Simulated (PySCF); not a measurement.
Molecule: SMILES CC(C)(C)O. Atoms near the plane z = 0.8 Å, at the GFN2-xTB optimised geometry (x, y, z in Å): C2 (-0.1, -0.1, 0.0), C3 (-0.6, -0.8, 1.3), C4 (-0.5, 1.4, 0.0), O5 (1.4, -0.1, 0.0), H10 (-1.7, -0.8, 1.3), H11 (-0.3, -1.9, 1.3), H12 (-1.6, 1.5, 0.0), H14 (-0.1, 1.9, 0.9), H15 (1.7, -1.0, 0.0).

Method: CAM-B3LYP/def2-TZVP (PySCF 2.14.0). The values are rescaled to run from 0 to 1.

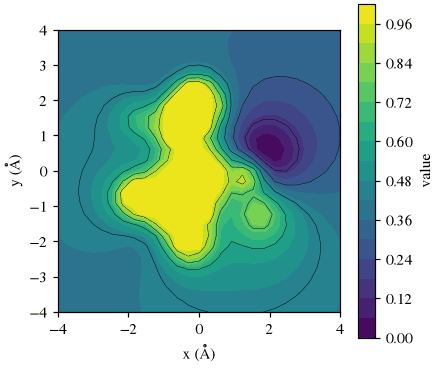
*a field on the plane z = 0.8 Å.*

Problem. Which quantity is mapped?
A. Laplacian of the electron density
B. an orbital amplitude
C. electrostatic potential
D. log10 of the electron density

Solution. C, electrostatic potential. In full: electrostatic potential (hartree/e), clipped to [-0.08, 0.12].
